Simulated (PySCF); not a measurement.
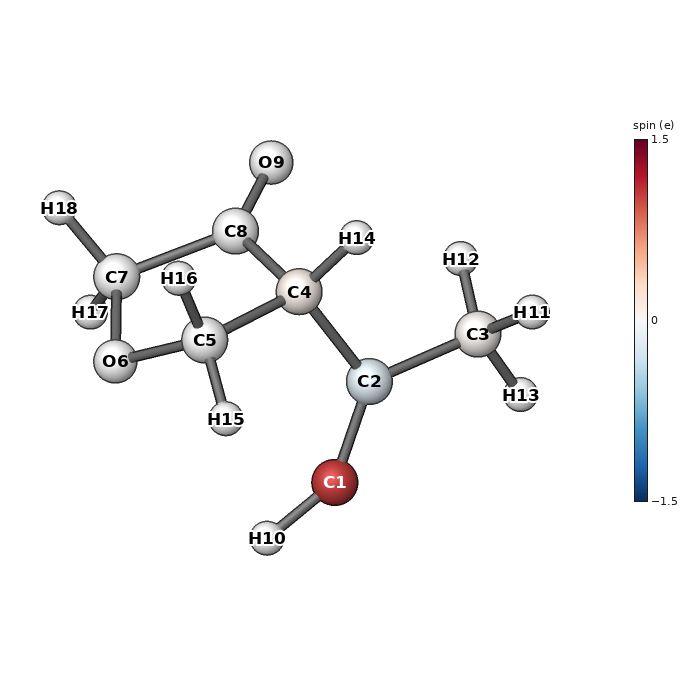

Atoms are coloured by their Mulliken spin populations. State: neutral, doublet. Computed geometry: GFN2-xTB optimisation. No frequency run is at hand to confirm it as a minimum. Properties computed with UKS B3LYP, pcH-1 on C H O, non-relativistic (PySCF 2.14.0).

Question: Which atom carries the largest spin population?

Answer: C1 (1.03 e).

Question: Which atom has the lowest spin population?

Answer: C2 (−0.17 e); a negative value comes from spin polarisation.

List the Mulliken spin populations.

```
atom  value (e)
  C1       1.03
  C2      −0.17
  C3       0.04
  C4       0.09
  C5       0.00
  O6       0.00
  C7       0.00
  C8       0.00
  O9       0.01
 H10       0.00
 H11       0.00
 H12       0.00
 H13       0.00
 H14       0.00
 H15       0.00
 H16       0.00
 H17       0.00
 H18       0.00
```

Mulliken values depend strongly on the basis set.
